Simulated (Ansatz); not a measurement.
# Si2H5ClO2 (SMILES O[SiH2][SiH](O)Cl): PBE0/cc-pVDZ

Aim: the vertical ionisation energy of Si2H5ClO2 at PBE0/cc-pVDZ, from 2 runs. 

The results are computed with Ansatz 0.2.0.

45 further runs of the same task are left out: 45 set aside as unsound or not needed.

## Step 1: Starting point

Si2H5ClO2 has 10 atoms, charge 0, and is taken as a singlet. As SMILES, `O[SiH2][SiH](O)Cl`. The coordinates come from a PBE0-D4/def2-TZVP relaxation. This is one conformer, not always the lowest.

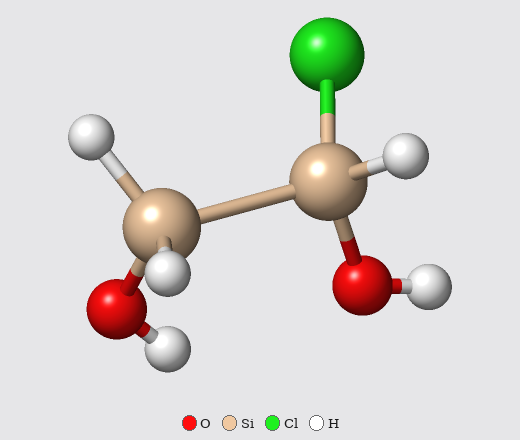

The structure, seen from a chosen angle (oxygen red, silicon light orange, chlorine green, hydrogen white).

## Step 2: The energy at PBE0/cc-pVDZ

Contents of in.yaml:

```yaml
crystal:
  periodic: [false, false, false]
  atoms:
    - {symbol: O, position_ang: [-0.930000, 0.870600, 1.737400]}
    - {symbol: Si, position_ang: [-0.447400, 1.332200, 0.228900]}
    - {symbol: Si, position_ang: [0.341100, -0.602400, -0.843800]}
    - {symbol: O, position_ang: [0.842400, -1.502200, 0.443500]}
    - {symbol: Cl, position_ang: [-1.163400, -1.590800, -1.857000]}
    - {symbol: H, position_ang: [-0.481100, 0.102500, 2.098700]}
    - {symbol: H, position_ang: [0.646000, 2.345000, 0.279800]}
    - {symbol: H, position_ang: [-1.611200, 1.931000, -0.468100]}
    - {symbol: H, position_ang: [1.430200, -0.446300, -1.842900]}
    - {symbol: H, position_ang: [1.198600, -2.379200, 0.286500]}
basis:
  gaussian:
    orbitals: cc-pVDZ
hamiltonian:
  xc: pbe0
accuracy: high
output: {orbitals: {seedname: orbitals}}
```

Started as:

```bash
$ ansatz run in.yaml --threads 1 --pin off --max-ram 2610MiB --events-out events.jsonl --progress --plain --runs-dir runs
```

Output:

```text
Warning: RAYON_NUM_THREADS=1 ignored (pool sized by the plan → 1); use --threads N
Functional definition: PBE0
  name "PBE0"
  parameter a = 0.25
  parameter kappa = 0.804
  parameter beta = 0.06672455060314922
  exchange = (1 - a)*pbe_x(kappa = kappa, mu = beta*pi^2/3) + a*exact_x
  correlation = pbe_c(beta = beta)
2472 factors; integrals over basis functions are off by at most 5.7e-9 eV
mean field evaluation 1: about -32434.9094 eV, gradient 6.2e1 eV
mean field evaluation 2: about -32421.3143 eV, gradient 1.0e2 eV
mean field evaluation 4: about -32441.4396 eV, gradient 2.3e0 eV
mean field evaluation 8: about -32441.6706 eV, gradient 4.1e-1 eV
mean field evaluation 16: about -32441.6711 eV, gradient 4.3e-5 eV
mean field -32441.67109770 eV, -1192.2094230859 hartree, gradient 4.0e-8 eV, S^2 0.000000; 0 other end points of the search recorded, 0 dependent functions left out
reference -32441.67110053 eV, -1192.2094231901 hartree; 33, 33 occupied and 74, 74 virtual orbitals, 2472 factors
Total energy: -32441.67110053 eV, -1192.2094231901 hartree
```

Wall time 15 s (1 thread of Arm Neoverse V2, shared host); peak memory 0.45 GiB.

## Step 3: The doublet cation

Contents of molecule.yaml:

```yaml
crystal:
  periodic: [false, false, false]
  atoms:
    - {symbol: O, position_ang: [-0.930000, 0.870600, 1.737400]}
    - {symbol: Si, position_ang: [-0.447400, 1.332200, 0.228900]}
    - {symbol: Si, position_ang: [0.341100, -0.602400, -0.843800]}
    - {symbol: O, position_ang: [0.842400, -1.502200, 0.443500]}
    - {symbol: Cl, position_ang: [-1.163400, -1.590800, -1.857000]}
    - {symbol: H, position_ang: [-0.481100, 0.102500, 2.098700]}
    - {symbol: H, position_ang: [0.646000, 2.345000, 0.279800]}
    - {symbol: H, position_ang: [-1.611200, 1.931000, -0.468100]}
    - {symbol: H, position_ang: [1.430200, -0.446300, -1.842900]}
    - {symbol: H, position_ang: [1.198600, -2.379200, 0.286500]}
basis:
  gaussian: {orbitals: cc-pVDZ}
total_charge: 1
magnetization: {spin_polarized: true, initial_magnetization: 1}
hamiltonian: {xc: pbe0}
accuracy: high
output: {orbitals: {seedname: orbitals}}
```

Started as:

```bash
$ ansatz run molecule.yaml --threads 1 --pin off --max-ram 2610MiB --events-out events.jsonl --progress --plain --runs-dir runs
```

Output, shortened:

```text
Warning: RAYON_NUM_THREADS=1 ignored (pool sized by the plan → 1); use --threads N
[... 7 set-up lines as earlier in the session ...]
2471 factors; integrals over basis functions are off by at most 5.7e-9 eV
mean field evaluation 1: about -32418.2184 eV, gradient 6.2e1 eV
mean field evaluation 2: about -32345.8249 eV, gradient 1.4e2 eV
mean field evaluation 4: about -32430.3342 eV, gradient 1.8e1 eV
mean field evaluation 8: about -32431.8923 eV, gradient 1.2e0 eV
mean field evaluation 16: about -32431.9051 eV, gradient 6.2e-3 eV
mean field evaluation 32: about -32431.9051 eV, gradient 8.0e-7 eV
mean field -32431.90511136 eV, -1191.8505297077 hartree, gradient 8.6e-8 eV, S^2 0.756223; 2 other end points of the search recorded, 0 dependent functions left out
reference -32431.90511427 eV, -1191.8505298144 hartree; 33, 32 occupied and 74, 75 virtual orbitals, 2471 factors
Total energy: -32431.90511427 eV, -1191.8505298144 hartree
```

Run time: 34 s. Hardware: 1 thread of Arm Neoverse V2, shared host; peak memory 0.65 GiB.

## Step 4: What came out

Level: PBE0/cc-pVDZ.

| quantity | value |
| --- | --- |
| singlet Si2H5ClO2: total energy | -1192.20942 Eh |
| singlet Si2H5ClO2: HOMO energy | -7.77 eV |
| singlet Si2H5ClO2: LUMO energy | -0.44 eV |
| singlet Si2H5ClO2: HOMO–LUMO gap | 7.32 eV |
| doublet cation: total energy | -1191.85053 Eh |
| doublet cation: HOMO energy (highest over α and β) | -14.12 eV |
| doublet cation: LUMO energy (lowest over α and β) | -11.75 eV |
| doublet cation: ⟨S²⟩ | 0.756 |
| vertical ionisation energy (to the doublet cation) | 9.766 eV |

In words: The vertical ionisation energy comes to 9.77 eV (225 kcal/mol). The negative HOMO energy of the first species, 7.77 eV, lies 2.00 eV below that difference.
